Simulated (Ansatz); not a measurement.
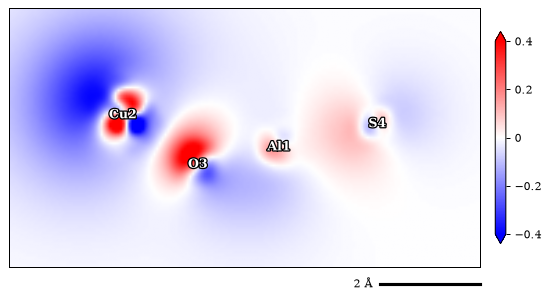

Figure. AlCuOS (SMILES [S-][Al+][O][Cu]). The LUMO on the molecular plane (values in Å⁻³ᐟ²; the overall sign is arbitrary).

Geometry: PBE0-D3(BJ)/pcseg-1.

Method: isolated molecule in a Gaussian basis; Kohn-Sham density functional theory, functional PBE0 in Ansatz 0.2.0.

```yaml
atoms:
  - { symbol: Al, position_ang: [0.2186, 0.0049, -0.7067] }
  - { symbol: Cu, position_ang: [-0.3405, -0.0076, 2.4405] }
  - { symbol: O, position_ang: [0.6128, 0.0128, 0.9132] }
  - { symbol: S, position_ang: [-0.2910, -0.0052, -2.6574] }
```

### What is the character of this orbital?

It lies mainly on Cu2 (about 85 %) and O3 (about 5 %). Its energy is −3.51 eV.
